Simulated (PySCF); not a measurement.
SMILES [SiH2]([Si](C)(C)C)O[SiH3], GFN2-xTB optimised geometry. Atoms within 1.6 Å of the plane z = 1.2 Å (x, y, z in Å): C1 (2.79, -0.68, 0.00), Si2 (0.88, -0.68, 0.00), C4 (0.30, 1.15, 0.00), Si5 (0.05, -1.85, 1.83), O6 (-1.57, -1.67, 1.85), Si7 (-3.03, -1.09, 1.50), H8 (3.19, -1.69, -0.05), H10 (3.19, -0.22, 0.90), H15 (-0.79, 1.20, 0.01), H16 (0.66, 1.68, 0.88), H18 (0.22, -3.31, 1.81), H19 (-3.97, -1.96, 2.19), H20 (-3.19, -1.13, 0.04), H21 (-3.09, 0.29, 1.98).

Method: PBE/def2-SVP (PySCF). Cells within 0.4 Å of a nucleus heavier than hydrogen are left out (blank, or x).

Map of the Laplacian of the electron density (e/bohr⁵), clipped to [-1.50, 1.50] on the plane z = 1.2 Å:

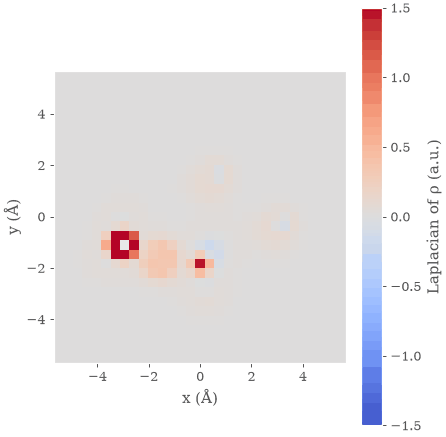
*Laplacian of the electron density (e/bohr⁵), clipped to [-1.50, 1.50] on the plane z = 1.2 Å.*
